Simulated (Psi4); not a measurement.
Geometry relaxation, with input and output: CH₅N (part 2 of 3)

Continued. System: CH₅N, SMILES CN. Method: CAM-B3LYP/pcseg-1, RKS (Psi4 1.11). The geometry comes from this level: PBE0-D4/def2-TZVP.

Geometry of the input (Å):
```
C  -0.4738  -0.1384  -0.2815
N  0.8016  0.3909  0.1705
H  -0.9844  -0.8064  0.4275
H  -0.3272  -0.6907  -1.2125
H  -1.1505  0.6893  -0.5055
H  1.4480  -0.3606  0.3735
H  0.6863  0.9158  1.0279
```

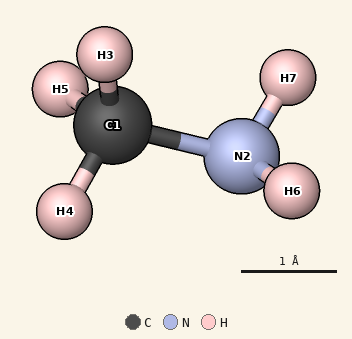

**Figure 1.** The input geometry (ball-and-stick view, seen at a tilt; atoms are numbered from 1 in the order of the input).

### The program's output, continued
```
	        --- Internal Coordinate Step in ANG or DEG, aJ/ANG or AJ/DEG ---
	-------------------------------------------------------------------------------
	           Coordinate      Previous         Force          Change          New
	           ----------      --------        ------          ------        ------
	               R(1,2)       1.45297        0.01722        0.00292       1.45589
	               R(1,3)       1.09983        0.02346        0.00447       1.10430
	               R(1,4)       1.09238        0.02192        0.00407       1.09645
	               R(1,5)       1.09233        0.02214        0.00412       1.09645
	               R(2,6)       1.01183        0.03798        0.00534       1.01717
	               R(2,7)       1.01190        0.03744        0.00526       1.01717
	             B(1,2,6)     110.64771        0.00005        0.29415     110.94186
	             B(1,2,7)     110.64255        0.00005        0.29965     110.94220
	             B(2,1,3)     115.35561        0.00003        0.18283     115.53844
	             B(2,1,4)     109.36056        0.00002        0.06396     109.42452
	             B(2,1,5)     109.36291        0.00002        0.06079     109.42369
	             B(3,1,4)     107.73623       -0.00002       -0.07618     107.66005
	             B(3,1,5)     107.74703       -0.00002       -0.08479     107.66223
	             B(4,1,5)     106.94629       -0.00003       -0.17848     106.76781
	             B(6,2,7)     106.74206       -0.00004       -0.08383     106.65823
	           D(3,1,2,6)      59.05319        0.00001        0.13442      59.18761
	           D(3,1,2,7)     -59.04057       -0.00001       -0.13829     -59.17886
	           D(4,1,2,6)     -62.53638       -0.00000        0.05572     -62.48066
	           D(4,1,2,7)     179.36986       -0.00001       -0.21699     179.15287
	           D(5,1,2,6)    -179.34126        0.00001        0.19938    -179.14188
	           D(5,1,2,7)      62.56498       -0.00000       -0.07333      62.49165
	-------------------------------------------------------------------------------

	                                 ==> Convergence Check <==

	Measures of convergence in internal coordinates in au.

	Criteria marked as inactive (o), active & met (*), and active & unmet ( ).

	----------------------------------------------------------------------------------------------~
	   Step    Total Energy     Delta E     Max Force     RMS Force      Max Disp      RMS Disp   ~
	----------------------------------------------------------------------------------------------~
	  Convergence Criteria     1.00e-06 *    3.00e-04 *             o    1.20e-03 *             o~
	----------------------------------------------------------------------------------------------~
	     1     -95.78518335   -9.58e+01      4.61e-03      1.83e-03 o    1.01e-02      5.09e-03 o  ~
	----------------------------------------------------------------------------------------------

Next Geometry in Ang
	Fragment 1 (Ang)

	    C  -0.0000308496  -0.0284808093  -0.7358380887
	    N   0.0000108157  -0.0278900921   0.7200469269
	    H  -0.0000080979   0.9677277958  -1.2123224849
	    H  -0.8801364883  -0.5714692293  -1.1002337809
	    H   0.8799931104  -0.5715679280  -1.1002674433
	    H  -0.8158477155   0.4588924478   1.0834290431
	    H   0.8158506771   0.4589570453   1.0833884642

    Structure for next step:
    Molecular point group: c1
    Full point group: C1

    Geometry (in Angstrom), charge = 0, multiplicity = 1:

    C
    N             1    1.455885
    H             1    1.104296      2  115.538440
    H             1    1.096452      3  107.660045      2  122.610351
    H             1    1.096446      4  106.767810      3 -115.370969
    H             2    1.017167      1  110.941856      5 -179.141878
    H             2    1.017169      6  106.658231      1  120.929482

gradient() will perform analytic gradient computation.

  ==> Geometry <==

    Molecular point group: c1
    Full point group: C1

    Geometry (in Angstrom), charge = 0, multiplicity = 1:

       Center              X                  Y                   Z               Mass
    ------------   -----------------  -----------------  -----------------  -----------------
         C            0.000003122669    -0.028698799254    -0.735754990689    12.000000000000
         N            0.000003122669    -0.028698799254     0.720130145422    14.003074004430
         H            0.000003122669     0.967703055396    -1.211835140775     1.007825032230
         H           -0.880072262383    -0.571571453046    -1.100396154548     1.007825032230
         H            0.880057338987    -0.571605879640    -1.100379484668     1.007825032230
         H           -0.815883578728     0.457906474373     1.083686392164     1.007825032230
         H            0.815814810904     0.458030658062     1.083692536293     1.007825032230

  Running in c1 symmetry.

  Rotational constants: A =      3.44864  B =      0.76306  C =      0.73264 [cm^-1]
  Rotational constants: A = 103387.59220  B =  22875.93644  C =  21963.88911 [MHz]
  Nuclear repulsion =   41.995208226313594

  Charge       = 0
  Multiplicity = 1
  Electrons    = 18
  Nalpha       = 9
  Nbeta        = 9

  ==> Algorithm <==

  SCF Algorithm Type is DF.
  DIIS enabled.
  MOM disabled.
  Fractional occupation disabled.
  Guess Type is READ.
  Energy threshold   = 1.00e-08
  Density threshold  = 1.00e-08
  Integral threshold = 1.00e-12

   => Molecular Quadrature <=

    Radial Scheme          =       TREUTLER
    Pruning Scheme         =           NONE
    Nuclear Scheme         =       TREUTLER

    Blocking Scheme        =         OCTREE
    BS radius alpha        =              1
    Pruning alpha          =              1
    Radial Points          =             75
    Spherical Points       =            302
    Total Points           =         152118
    Total Blocks           =           1191
    Max Points             =            256
    Max Functions          =             53
    Weights Tolerance      =       1.00E-15

   => Loading Basis Set <=

    Name: PCSEG-1
    Role: ORBITAL
    Keyword: BASIS

  Reading orbitals from file scr/psi4.default.4678.180.npy, no projection.

   => Auxiliary Basis Set <=

  Basis Set: (PCSEG-1 AUX)
    Blend: DEF2-UNIVERSAL-JKFIT
    Number of shells: 80
    Number of basis functions: 242
    Number of Cartesian functions: 282
    Spherical Harmonics?: true
    Max angular momentum: 4

  Cached 100.0% of DFT collocation blocks in 0.220 [GiB].

  Minimum eigenvalue in the overlap matrix is 1.2716759305E-02.
  Reciprocal condition number of the overlap matrix is 2.3573295613E-03.
    Using symmetric orthogonalization.

  ==> Pre-Iterations <==

  SCF Guess: Orbitals guess was supplied from a previous computation.

   -------------------------------------------------------
    Irrep   Nso     Nmo     Nalpha   Nbeta   Ndocc  Nsocc
   -------------------------------------------------------
     A         53      53       9       9       9       0
   -------------------------------------------------------
    Total      53      53       9       9       9       0
   -------------------------------------------------------

  ==> Iterations <==

                           Total Energy        Delta E     RMS |[F,P]|

   @DF-RKS iter   0:   -95.77556603470119   -9.57756e+01   2.91286e-04
   @DF-RKS iter   1:   -95.78525841070427   -9.69238e-03   7.64528e-05 DIIS
   @DF-RKS iter   2:   -95.78526048060773   -2.06990e-06   7.54134e-05 DIIS
   @DF-RKS iter   3:   -95.78526748305467   -7.00245e-06   5.65472e-06 DIIS
   @DF-RKS iter   4:   -95.78526751776893   -3.47143e-08   2.87675e-06 DIIS
   @DF-RKS iter   5:   -95.78526752826539   -1.04965e-08   6.65670e-07 DIIS
   @DF-RKS iter   6:   -95.78526752914954   -8.84143e-10   1.02680e-07 DIIS
   @DF-RKS iter   7:   -95.78526752918904   -3.95062e-11   1.75254e-08 DIIS
   @DF-RKS iter   8:   -95.78526752919097   -1.93268e-12   3.83602e-09 DIIS
  Energy and wave function converged.

  ==> Post-Iterations <==

   Electrons on quadrature grid:
      Ntotal   =   18.0000157016 ; deviation = 1.570e-05

    Final Occupation by Irrep:
              A
    DOCC [     9 ]
    NA   [     9 ]
    NB   [     9 ]

  @DF-RKS Final Energy:   -95.78526752919097

   => Energetics <=

    Nuclear Repulsion Energy =             41.9952082263135935
    One-Electron Energy =                -211.5006371777525089
    Two-Electron Energy =                  83.8934520400869417
    DFT Exchange-Correlation Energy =     -10.1732906178389957
    Empirical Dispersion Energy =           0.0000000000000000
    VV10 Nonlocal Energy =                  0.0000000000000000
    Total Energy =                        -95.7852675291909748

Computation Completed

Properties will be evaluated at   0.000000,   0.000000,   0.000000 [a0]

Properties computed using the SCF density matrix

 Multipole Moments:

 ------------------------------------------------------------------------------------
     Multipole            Electronic (a.u.)      Nuclear  (a.u.)        Total (a.u.)
 ------------------------------------------------------------------------------------

 L = 1.  Multiply by 2.5417464519 to convert [e a0] to [Debye]
 Dipole X            :          0.0000275           -0.0000755           -0.0000481
 Dipole Y            :         -0.1571049            0.6942447            0.5371398
 Dipole Z            :          1.0228578           -1.1694585           -0.1466007
 Magnitude           :                                                    0.5567862

 ------------------------------------------------------------------------------------

	total time  =          4 seconds =       0.07 minutes

         ------------------------------------------------------------
                                   SCF GRAD
         ------------------------------------------------------------

  ==> Geometry <==

    Molecular point group: c1
    Full point group: C1

    Geometry (in Angstrom), charge = 0, multiplicity = 1:

       Center              X                  Y                   Z               Mass
    ------------   -----------------  -----------------  -----------------  -----------------
         C            0.000003122669    -0.028698799254    -0.735754990689    12.000000000000
         N            0.000003122669    -0.028698799254     0.720130145422    14.003074004430
         H            0.000003122669     0.967703055396    -1.211835140775     1.007825032230
         H           -0.880072262383    -0.571571453046    -1.100396154548     1.007825032230
         H            0.880057338987    -0.571605879640    -1.100379484668     1.007825032230
         H           -0.815883578728     0.457906474373     1.083686392164     1.007825032230
         H            0.815814810904     0.458030658062     1.083692536293     1.007825032230

  Nuclear repulsion =   41.995208226313594

   => Molecular Quadrature <=

    Radial Scheme          =       TREUTLER
    Pruning Scheme         =           NONE
    Nuclear Scheme         =       TREUTLER

    Blocking Scheme        =         OCTREE
    BS radius alpha        =              1
    Pruning alpha          =              1
    Radial Points          =             75
    Spherical Points       =            302
    Total Points           =         152118
    Total Blocks           =           1191
    Max Points             =            256
    Max Functions          =             53
    Weights Tolerance      =       1.00E-15

  -Total Gradient:
     Atom            X                  Y                   Z
    ------   -----------------  -----------------  -----------------
       1        0.000003294785    -0.000243697149    -0.000652759811
       2        0.000001074194     0.000542951122     0.000553532380
       3       -0.000001686552     0.000027393628     0.000017802281
       4       -0.000018769764    -0.000026290317    -0.000119447382
       5        0.000015627325    -0.000027152897    -0.000115506904
       6       -0.000148598382    -0.000139221129     0.000156901012
       7        0.000149059865    -0.000137974788     0.000157995537

	total time  =          1 seconds =       0.02 minutes

    			-----------------------------------------

    			 OPTKING 3.0: for geometry optimizations

    			        with contributions from

    			-----------------------------------------

	                            ===> Fragment 1 <==

	 Z (Atomic Numbers)          Masses                          Geom
	       6.000000            12.000000          0.00000590 -0.05423287 -1.39037543
	       7.000000            14.003074          0.00000590 -0.05423287  1.36084875
	       1.000000             1.007825          0.00000590  1.82869375 -2.29003653
	       1.000000             1.007825         -1.66309555 -1.08011351 -2.07944736
	       1.000000             1.007825          1.66306735 -1.08017856 -2.07941586
	       1.000000             1.007825         -1.54179651  0.86531783  2.04787049
	       1.000000             1.007825          1.54166656  0.86555250  2.04788210

	 - Coordinate -           - BOHR/RAD -       - ANG/DEG -
	 R(1,2)           =         2.751224           1.455885
	 R(1,3)           =         2.086816           1.104296
	 R(1,4)           =         2.071994           1.096452
	 R(1,5)           =         2.071983           1.096446
	 R(2,6)           =         1.922167           1.017167
	 R(2,7)           =         1.922170           1.017169
	 B(1,2,6)         =         1.936301         110.941856
	 B(1,2,7)         =         1.936307         110.942196
	 B(2,1,3)         =         2.016526         115.538440
	 B(2,1,4)         =         1.909818         109.424516
	 B(2,1,5)         =         1.909804         109.423694
	 B(3,1,4)         =         1.879022         107.660045
	 B(3,1,5)         =         1.879060         107.662234
	 B(4,1,5)         =         1.863450         106.767810
	 B(6,2,7)         =         1.861537         106.658231
	 D(3,1,2,6)       =         1.033019          59.187609
	 D(3,1,2,7)       =        -1.032866         -59.178859
	 D(4,1,2,6)       =        -1.090493         -62.480665
	 D(4,1,2,7)       =         3.126807         179.152868
	 D(5,1,2,6)       =        -3.126616        -179.141878
	 D(5,1,2,7)       =         1.090685          62.491654

	        --- Internal Coordinate Step in ANG or DEG, aJ/ANG or AJ/DEG ---
	-------------------------------------------------------------------------------
	           Coordinate      Previous         Force          Change          New
	           ----------      --------        ------          ------        ------
	               R(1,2)       1.45589       -0.00716       -0.00106       1.45482
	               R(1,3)       1.10430       -0.00014        0.00009       1.10438
	               R(1,4)       1.09645       -0.00056        0.00000       1.09646
	               R(1,5)       1.09645       -0.00053        0.00001       1.09646
	               R(2,6)       1.01717       -0.00090        0.00001       1.01718
	               R(2,7)       1.01717       -0.00091        0.00001       1.01718
	             B(1,2,6)     110.94186       -0.00002       -0.13739     110.80446
	             B(1,2,7)     110.94220       -0.00002       -0.13769     110.80451
	             B(2,1,3)     115.53844        0.00001        0.04174     115.58018
	             B(2,1,4)     109.42452       -0.00001       -0.04652     109.37800
	             B(2,1,5)     109.42369       -0.00001       -0.04547     109.37823
	             B(3,1,4)     107.66005        0.00000        0.01546     107.67550
	             B(3,1,5)     107.66223        0.00000        0.01366     107.67589
	             B(4,1,5)     106.76781        0.00001        0.02216     106.78997
	             B(6,2,7)     106.65823        0.00000       -0.12735     106.53088
	           D(3,1,2,6)      59.18761       -0.00001       -0.16951      59.01810
	           D(3,1,2,7)     -59.17886        0.00001        0.16438     -59.01448
	           D(4,1,2,6)     -62.48066       -0.00001       -0.18319     -62.66385
	           D(4,1,2,7)     179.15287        0.00001        0.15070     179.30357
	           D(5,1,2,6)    -179.14188       -0.00001       -0.15738    -179.29925
	           D(5,1,2,7)      62.49165        0.00001        0.17652      62.66817
	-------------------------------------------------------------------------------

	                                 ==> Convergence Check <==

	Measures of convergence in internal coordinates in au.

	Criteria marked as inactive (o), active & met (*), and active & unmet ( ).
```
